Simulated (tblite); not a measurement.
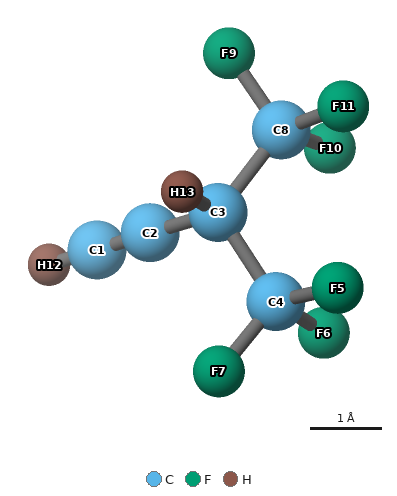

Fig. 1: The structure as given in the input (ball-and-stick view, seen at a tilt; atoms are numbered from 1 in the order of the input). Bond lengths as drawn: C–C 1.20 to 1.54 Å, C–F 1.33 to 1.34 Å and C–H 1.05 to 1.10 Å.

Run report: C$_{5}$H$_{2}$F$_{6}$, nudged elastic band

C$_{5}$H$_{2}$F$_{6}$, computed with GFN2-xTB climbing-image nudged elastic band, gas phase (tblite 0.8.0).

What the program printed
```
image   E - E0 / eV
  0       0.0000
  1       0.0172
  2       0.0468
  3       0.0710
  4       0.0789
  5       0.0668
  6       0.0395
  7       0.0116
  8       0.0000
```

This output came from the following input.

Input file
```
{"job": {"kind": "neb", "xc": "GFN2-xTB", "basis": "xTB", "atoms": [6, 3, 2, 7], "turn": 120}, "charge": 0, "multiplicity": 1}
C      2.497889     0.109063    -0.082726
C      1.318666     0.119128    -0.276790
C     -0.124052     0.116465    -0.455734
C     -0.672972    -1.292972    -0.182604
F     -1.993267    -1.363718    -0.371447
F     -0.424582    -1.716071     1.055123
F     -0.117484    -2.175543    -1.020919
C     -0.759066     1.165161     0.471423
F     -0.275280     2.381103     0.192768
F     -0.519146     0.933122     1.760319
F     -2.083917     1.235311     0.316979
H      3.536952     0.107201     0.063717
H     -0.388129     0.382235    -1.487838
```

The first line tells a small driver script what to run in tblite; the rest is the geometry in Å.

Launch command:
```bash
OMP_NUM_THREADS=1 python <driver script> task.json out
```

Summary

```json
{"quantity": "outcome", "value": "converged"}
{"quantity": "forward barrier", "value": "0.079 eV"}
{"quantity": "hardware", "value": "1 CPU thread, shared host"}
{"quantity": "wall time", "value": "8.8 s"}
{"quantity": "peak memory", "value": "0.18 GiB"}
```
